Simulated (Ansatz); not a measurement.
System: C₂H₉NSi.

Input

```
crystal:
  periodic: [false, false, false]
  atoms:
    - { symbol: Si, position_ang: [0.0, 0.0, 0.0] }
    - { symbol: H, position_ang: [0.0, 0.0, 1.46] }
    - { symbol: H, position_ang: [1.3768, 0.0, -0.4862] }
    - { symbol: "N", position_ang: [-0.8572, 1.4851, -0.6061] }
    - { symbol: C, position_ang: [-2.2719, 1.4087, -0.9981] }
    - { symbol: H, position_ang: [-2.8245, 0.7784, -0.2704] }
    - { symbol: H, position_ang: [-2.7088, 2.429, -1.0098] }
    - { symbol: H, position_ang: [-2.3521, 0.9607, -2.0106] }
    - { symbol: C, position_ang: [-0.1354, 2.762, -0.7039] }
    - { symbol: H, position_ang: [-0.2436, 3.1711, -1.73] }
    - { symbol: H, position_ang: [-0.5567, 3.4827, 0.0276] }
    - { symbol: H, position_ang: [0.9399, 2.5975, -0.4831] }
    - { symbol: H, position_ang: [-0.6877, -1.1914, -0.4862] }
basis:
  gaussian: { orbitals: "6-31G" }
hamiltonian:
  xc: b3lyp
relax:
  f_tol: 0.02
  max_steps: 40
output:
  orbitals: {}
```

Run with:

```sh
ansatz run input.yaml --threads 1 --pin off --max-ram 2048MiB --backend cpu --events-out ev --progress --plain --runs-dir out
```

The fields are those of the run's last geometry, not of the input's.

These are results of RKS B3LYP/6-31G in Ansatz 0.2.0, not measurements.

### Predict the electron density and electron localisation function between the atoms.

C–N (1.46 Å): the density is about 1.7 e/Å³ at the midpoint; the ELF peaks at about 0.90 between the atoms, as expected for a covalent bond.
C–H (1.10 Å): the density is about 1.9 e/Å³ at the midpoint; the ELF climbs to about 1 towards the hydrogen, as it does in any bond to H (a covalent bond by its length).

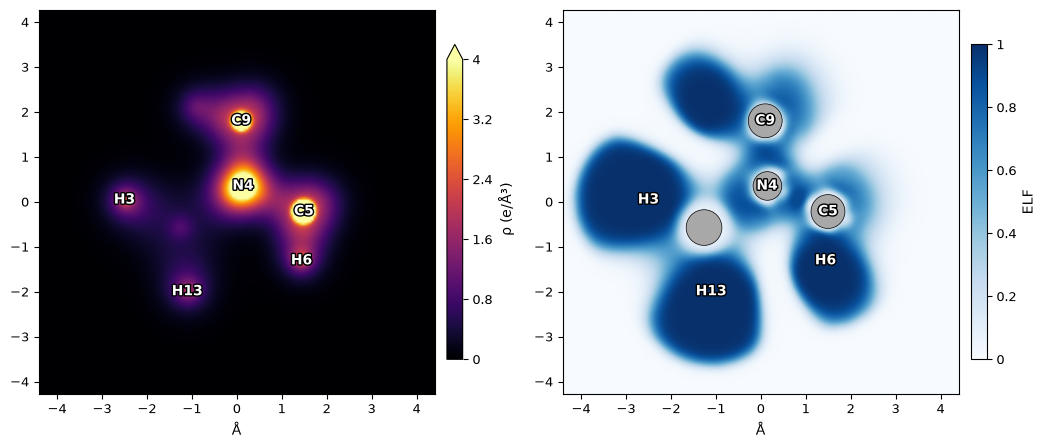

Computed electron density and electron localisation function on the plane of atoms N4, C5 and H6, in this order. Grey discs cover the atomic cores in the ELF map. 
